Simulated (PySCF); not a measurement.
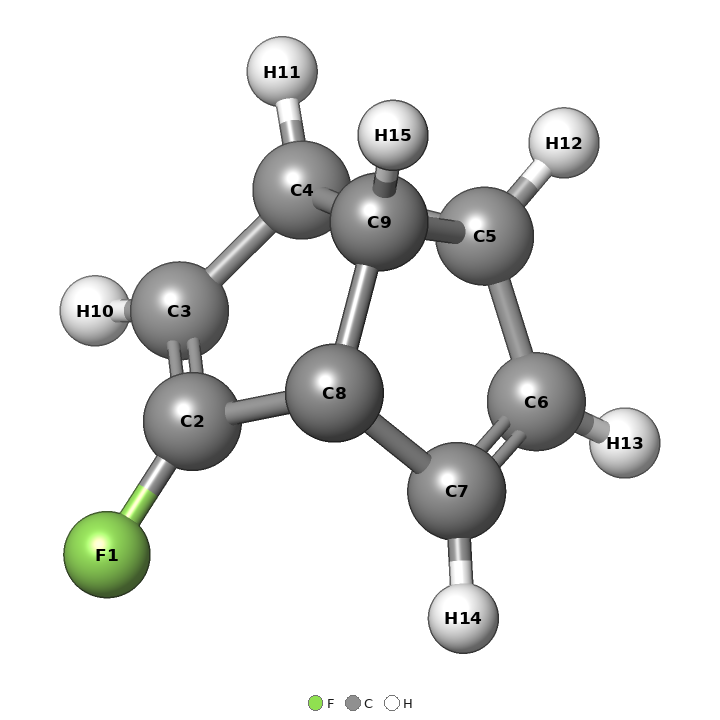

The species is neutral and a spin doublet. The geometry was computed by an optimisation with GFN2-xTB. No frequency run is at hand to confirm it as a minimum. Computed with UKS B3LYP, pcH-1 on C F H, non-relativistic (PySCF 2.14.0). Fermi-contact and spin-dipolar terms alone, no spin-orbit part.

### Which nucleus has the largest dipolar (anisotropic) hyperfine coupling?

13C at C8: principal values −62.2, −61.4, 123.5 MHz.

List the isotropic and dipolar parts for the most strongly coupled nuclei, one of each equivalent set.

```tsv
atom	isotope	a_iso (MHz)	dipolar part (MHz)
C8	13C	265.3	−62.2, −61.4, 123.5
F1	19F	7.6	−33.2, 4.4, 28.8
C3	13C	30.2	−12.3, −10.3, 22.6
C6	13C	36.3	−9.3, −7.6, 16.9
C2	13C	−11.2	−12.6, −0.3, 12.9
C5	13C	5.2	−6.3, −4.3, 10.5
C4	13C	7.0	−5.8, −4.2, 10.0
C7	13C	8.8	−7.9, −0.6, 8.4
```
